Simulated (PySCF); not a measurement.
Si(CCH)2(F)2, SMILES C#C[Si](F)(F)C#C (C₄H₂F₂Si) at its PBE0/def2-SVP optimised geometry (Å):

```
9

C     -2.9239    -2.2153    -2.3897
C     -2.4794    -1.6261    -1.4236
Si    -1.7852    -0.7497     0.0000
F     -2.3169     0.7673     0.0000
F     -2.3163    -1.4288     1.3567
C      0.0249    -0.7497     0.0000
C      1.2405    -0.7599    -0.0184
H     -3.3196    -2.7364    -3.2447
H      2.3169    -0.7673    -0.0328
```

Computed with PBE0/def2-TZVP run with PySCF.

Map of the deformation density (molecule minus spherical neutral atoms) (e/bohr³) on the plane z = 0.8 Å:

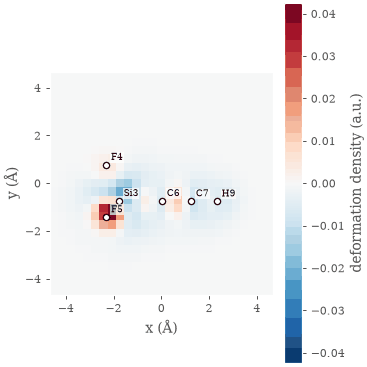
Deformation density (molecule minus spherical neutral atoms) (e/bohr³) on the plane z = 0.8 Å.
